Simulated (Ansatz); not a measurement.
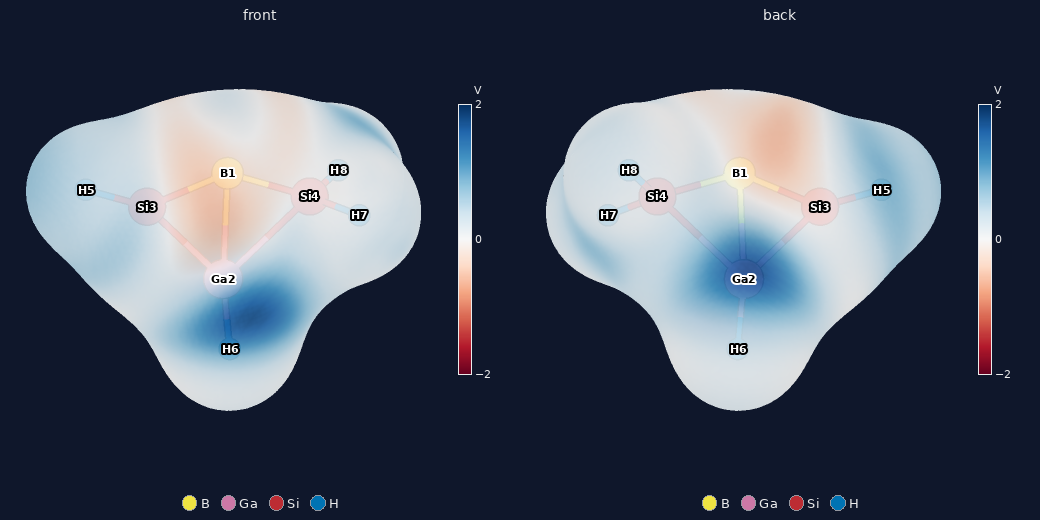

Figure 1: BGaH4Si2. The molecular electrostatic potential painted on the density surface at 0.002 e/bohr³, seen from the front and from behind; red is negative and blue positive.

Geometry: B3LYP/6-31G*.

Method: isolated molecule in a Gaussian basis; Kohn-Sham density functional theory, functional PBE0 (Ansatz).

```xyz
8

B    -1.0778   -1.5324    1.6295
Ga   -0.1359   -3.4871    2.5784
Si   -1.7867   -2.0166    3.2668
Si    0.0425   -2.3460    0.3194
H    -2.5392   -1.2812    4.3113
H     0.6242   -4.7633    3.0631
H     1.4132   -1.8270    0.0803
H    -0.4953   -3.0126   -0.8949
```

> Describe the electrostatic potential map.

The most negative region (about −0.6 V, or −14 kcal/mol for a unit charge) lies over H8, the most positive (about +1.7 V, or +39 kcal/mol for a unit charge) over Ga2.

> What dipole moment does the calculation give?

Its dipole moment is 0.54 D.
